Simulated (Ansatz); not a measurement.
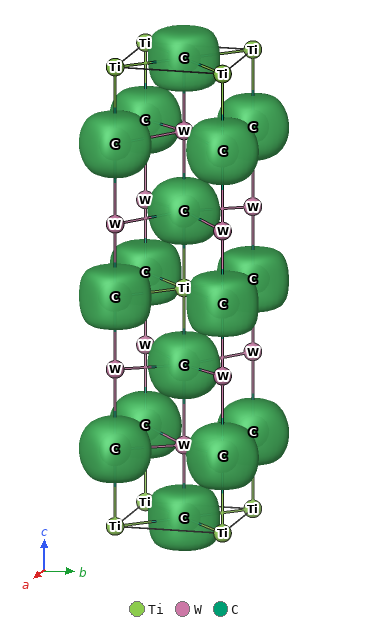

The picture shows: TiW2C3. Isosurface of the ELF at 0.6 (green), seen slightly off an axis. Core shells and regions of very low density are left out. Sticks mark near contacts.

Space group I4/mmm; a structure generated by program, which may or may not match a known phase; computed without spin polarisation.

All numbers below come from DFT PBE, scalar-relativistic, plane waves, PAW (Ansatz).

Core electrons are frozen (PAW), and the valence fields are smoothed inside the atomic spheres.

```cif
data_structure
_symmetry_space_group_name_H-M 'P 1'
_symmetry_Int_Tables_number 1
_cell_length_a 3.0873
_cell_length_b 3.0873
_cell_length_c 13.0539
_cell_angle_alpha 90.000
_cell_angle_beta 90.000
_cell_angle_gamma 90.000
_cell_volume 124.42
loop_
_atom_site_label
_atom_site_type_symbol
_atom_site_fract_x
_atom_site_fract_y
_atom_site_fract_z
_atom_site_occupancy
Ti1 Ti 0.00000 0.00000 0.00000 1
Ti2 Ti 0.50000 0.50000 0.50000 1
W1 W 0.50000 0.50000 0.15800 1
W2 W 0.00000 0.00000 0.65800 1
W3 W 0.00000 0.00000 0.34200 1
W4 W 0.50000 0.50000 0.84200 1
C1 C 0.00000 0.00000 0.16753 1
C2 C 0.50000 0.50000 0.66753 1
C3 C 0.50000 0.50000 0.33247 1
C4 C 0.00000 0.00000 0.83247 1
C5 C 0.50000 0.50000 0.00000 1
C6 C 0.00000 0.00000 0.50000 1
```

Q: What do the ELF domains correspond to?

A: The ELF exceeds this value in six regions wrapped around C (the valence shell of each), counted in one cell of 12 atoms. Any copies at cell faces, edges or corners count once. Profiles from the grid: W–C (2.06 Å): the ELF peaks at about 0.80 in the valence shell of C, 0.6 Å from its nucleus, and is about 0.30 at the midpoint. Ti–C (2.18 Å): the ELF peaks at about 0.75 in the valence shell of C, 0.7 Å from its nucleus, and is about 0.20 at the midpoint.
